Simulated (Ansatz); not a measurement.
# BI3 (boron triiodide) at HF/STO-3G

What is the vertical singlet–triplet gap of BI3 (boron triiodide) at HF/STO-3G? 

The results are computed with Ansatz 0.2.0.

35 further runs of the same task are left out: 1 that didn't finish, 34 set aside as unsound or not needed.

### Step 1. The structure to begin with

BI3 has 4 atoms, charge 0, and is taken as a singlet. SMILES: `IB(I)I`. Geometry: relaxed at PBE0-D4/def2-TZVP.

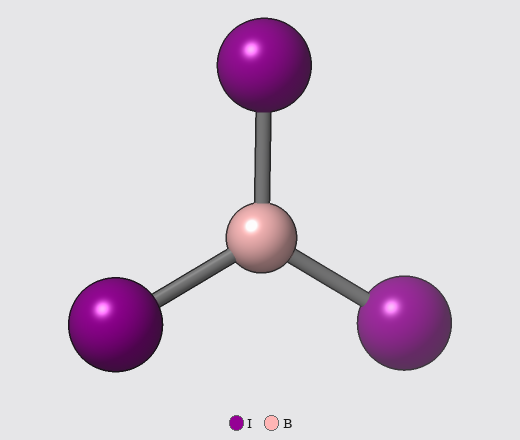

Viewed from a chosen angle; iodine purple, boron pink.

### Step 2. The energy at HF/STO-3G

run.yaml reads:

```yaml
crystal:
  periodic: [false, false, false]
  atoms:
    - {symbol: I, position_ang: [-1.308500, -0.295200, 1.615600]}
    - {symbol: B, position_ang: [0.013900, -0.015100, -0.005100]}
    - {symbol: I, position_ang: [1.876800, -1.006300, -0.030300]}
    - {symbol: I, position_ang: [-0.526500, 1.256300, -1.600500]}
basis:
  gaussian:
    orbitals: STO-3G
magnetization:
  spin_polarized: false
output: {orbitals: {seedname: orbitals}}
hamiltonian:
  xc: hf
accuracy: high
```

On the command line:

```sh
$ ansatz run run.yaml --threads 1 --pin off --max-ram 3480MiB --events-out events.jsonl --progress --plain --runs-dir runs
```

Standard output:

```text
Warning: RAYON_NUM_THREADS=1 ignored (pool sized by the plan → 1); use --threads N
Functional definition: HF
  name "HF"
  exchange = exact_x
  correlation = 0
1190 factors; integrals over basis functions are off by at most 3.0e-8 eV
mean field evaluation 1: about -559911.7843 eV, gradient 3.0e1 eV
mean field evaluation 2: about -559911.8798 eV, gradient 3.0e1 eV
mean field evaluation 4: about -559916.0782 eV, gradient 1.4e0 eV
mean field evaluation 8: about -559916.0921 eV, gradient 8.6e-6 eV
mean field -559916.09209983 eV, -20576.5368599104 hartree, gradient 5.7e-8 eV, S^2 0.000000; 0 other end points of the search recorded, 0 dependent functions left out
reference -559916.09209983 eV, -20576.5368599104 hartree; 82, 82 occupied and 4, 4 virtual orbitals, 1190 factors
Total energy: -559916.09209983 eV, -20576.5368599104 hartree
```

Wall time 5.4 s (1 thread of Intel Xeon Platinum 8488C (Sapphire Rapids), shared host); peak memory 0.33 GiB.

### Step 3. The triplet, same level

input.yaml reads:

```yaml
crystal:
  periodic: [false, false, false]
  atoms:
    - symbol: I
      position_ang: [-1.308500, -0.295200, 1.615600]
    - symbol: B
      position_ang: [0.013900, -0.015100, -0.005100]
    - symbol: I
      position_ang: [1.876800, -1.006300, -0.030300]
    - symbol: I
      position_ang: [-0.526500, 1.256300, -1.600500]
basis:
  gaussian:
    orbitals: STO-3G
magnetization:
  spin_polarized: true
  initial_magnetization: 2
hamiltonian:
  xc: hf
accuracy: high
output: {orbitals: {seedname: orbitals}}
```

On the command line:

```sh
$ ansatz run input.yaml --threads 1 --pin off --max-ram 3480MiB --events-out events.jsonl --progress --plain --runs-dir runs
```

Standard output:

```text
Warning: RAYON_NUM_THREADS=1 ignored (pool sized by the plan → 1); use --threads N
[... 4 set-up lines as earlier in the session ...]
1190 factors; integrals over basis functions are off by at most 3.0e-8 eV
mean field evaluation 1: about -559905.9968 eV, gradient 1.2e1 eV
mean field evaluation 2: about -559906.1417 eV, gradient 1.2e1 eV
mean field evaluation 4: about -559907.5383 eV, gradient 6.8e-1 eV
mean field evaluation 8: about -559907.5484 eV, gradient 2.1e-2 eV
mean field evaluation 16: about -559911.7552 eV, gradient 6.4e-1 eV
mean field evaluation 32: about -559911.7042 eV, gradient 3.0e-1 eV
mean field evaluation 64: about -559911.3760 eV, gradient 7.5e-1 eV
mean field evaluation 96: about -559911.7367 eV, gradient 3.4e-1 eV
mean field evaluation 128: about -559911.6485 eV, gradient 4.6e-2 eV
mean field evaluation 160: about -559911.3546 eV, gradient 1.6e-1 eV
mean field evaluation 192: about -559907.3502 eV, gradient 1.7e0 eV
mean field evaluation 224: about -559907.5470 eV, gradient 1.9e-6 eV
mean field evaluation 256: about -559911.7510 eV, gradient 1.9e-7 eV
mean field -559911.75102383 eV, -20576.3773283099 hartree, gradient 2.0e-8 eV, S^2 2.020741; 5 other end points of the search recorded, 0 dependent functions left out
reference -559911.75102383 eV, -20576.3773283099 hartree; 83, 81 occupied and 3, 5 virtual orbitals, 1190 factors
Total energy: -559911.75102383 eV, -20576.3773283099 hartree
```

It took 71 s on 1 thread of Intel Xeon Platinum 8488C (Sapphire Rapids), shared host; peak memory 0.61 GiB.

### Step 4. What came out

At HF/STO-3G:

| quantity | value |
| --- | --- |
| singlet: total energy | -20576.53686 Eh |
| singlet: HOMO energy | -7.68 eV |
| singlet: LUMO energy | 4.62 eV |
| singlet: HOMO–LUMO gap | 12.29 eV |
| triplet: total energy | -20576.37733 Eh |
| triplet: HOMO energy (highest over α and β) | -4.22 eV |
| triplet: LUMO energy (lowest over α and β) | -1.36 eV |
| triplet: ⟨S²⟩ | 2.021 |
| vertical energy of the triplet above the singlet | 4.341 eV |

In words: At this shape the triplet lies 4.34 eV (419 kJ/mol) above the singlet. In a minimal basis such a difference can be off by several eV, whatever the method. Relativity is left out (singlet) although the molecule holds a heavy atom. Relativity is left out (triplet) although the molecule holds a heavy atom.
